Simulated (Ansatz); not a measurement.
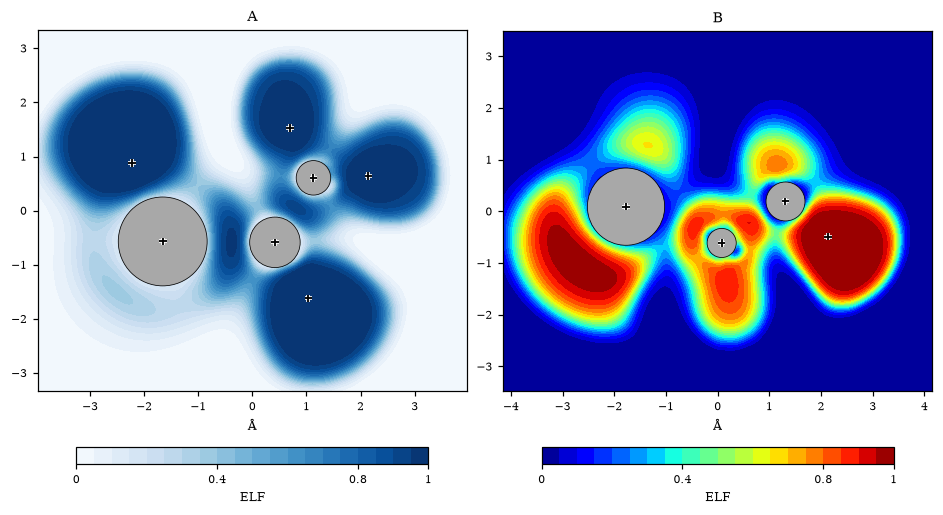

The electron localisation function of 2 systems, each on a plane through atoms (crosses mark nuclei in the plane; grey discs cover the cores).

Method: RKS B3LYP-D4/def2-SVP (Ansatz).

System 1: CH6AsO (SMILES C[OH+][AsH2]) (charge +1), the plane of atoms C1, O2 and As3. 

```xyz
9

C    -0.3525    1.0543   -0.6880
O     0.5087    0.0132   -0.1027
As    0.3708   -0.7246    1.7286
H    -0.1721    1.0509   -1.7703
H    -1.3847    0.7561   -0.4736
H    -0.1112    2.0260   -0.2366
H     1.4148    0.0228   -0.4617
H    -0.0385    0.6375    2.2962
H    -1.0813   -1.1120    1.4550
```

System 2: BGeH6N, the plane of atoms Ge3, B2 and H6. 

```yaml
atoms:
  - { symbol: N, position_ang: [-1.1960, 0.6126, -0.9048] }
  - { symbol: B, position_ang: [-0.1368, 0.7251, -0.0141] }
  - { symbol: Ge, position_ang: [0.5742, -0.9465, 0.9868] }
  - { symbol: H, position_ang: [-1.6684, -0.2608, -1.1138] }
  - { symbol: H, position_ang: [-1.5763, 1.4042, -1.4145] }
  - { symbol: H, position_ang: [0.3530, 1.8164, 0.1593] }
  - { symbol: H, position_ang: [2.0700, -1.2165, 0.6932] }
  - { symbol: H, position_ang: [-0.1985, -2.2350, 0.5931] }
  - { symbol: H, position_ang: [0.4513, -0.8061, 2.5236] }
```

Q: Match each panel to its system.

A: Panel A is system 2, BGeH6N: the plane holds N, B, Ge and H. B–N (1.39 Å): the ELF peaks at about 0.95 between the atoms (a polar covalent bond). Panel B is system 1, CH6AsO: the plane holds C, O, As and H. C–O (1.47 Å): the ELF peaks at about 0.90 between the atoms: a polar covalent bond.
